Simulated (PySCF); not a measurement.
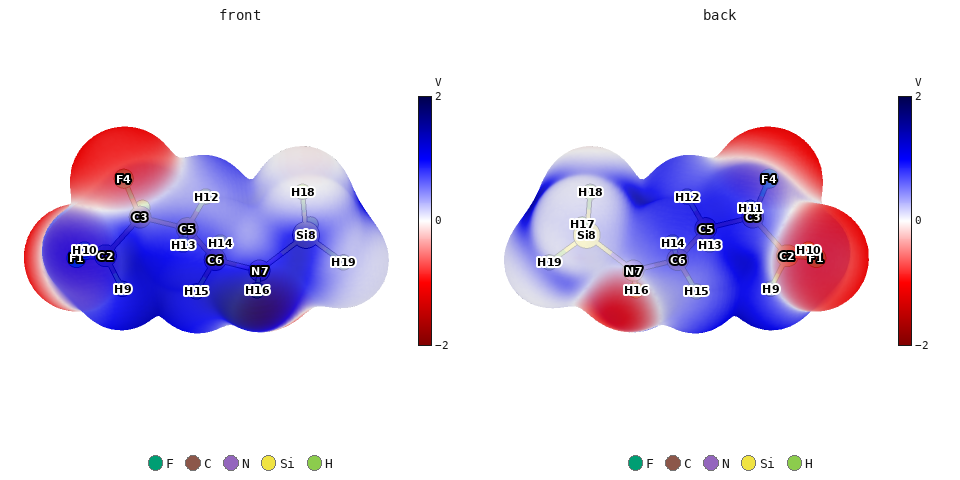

Figure. C$_{4}$H$_{11}$F$_{2}$NSi. The electrostatic potential painted on the density surface at 0.002 e/bohr³, seen from the front and from behind; red is negative and blue positive.

Geometry: GFN2-xTB.

The calculation used PySCF, PBE0/pcSseg-1, SCF density, gas phase, non-relativistic.

```xyz
19

F    -3.6334   -0.9408   -0.1066
C    -2.7695    0.0860    0.1722
C    -1.6240    0.1266   -0.8384
F    -1.9506    1.0289   -1.8361
C    -0.2922    0.5480   -0.2245
C     0.3956   -0.5886    0.5448
N     1.6490   -0.1926    1.1296
Si    3.1330   -0.1286    0.2570
H    -2.3992   -0.0852    1.1865
H    -3.3466    1.0147    0.1277
H    -1.5383   -0.8485   -1.3344
H     0.3667    0.8686   -1.0335
H    -0.4512    1.4034    0.4371
H     0.5930   -1.4166   -0.1395
H    -0.2678   -0.9563    1.3367
H     1.5169    0.4850    1.8656
H     3.2845   -1.4509   -0.3477
H     3.1979    0.8861   -0.8073
H     4.1265    0.1700    1.2832
```

> Describe the electrostatic potential map.

The most negative region (about −1.0 V, or −23 kcal/mol for a unit charge) lies over F1, F4 and N7, the most positive (about +1.8 V, or +42 kcal/mol for a unit charge) over H16.
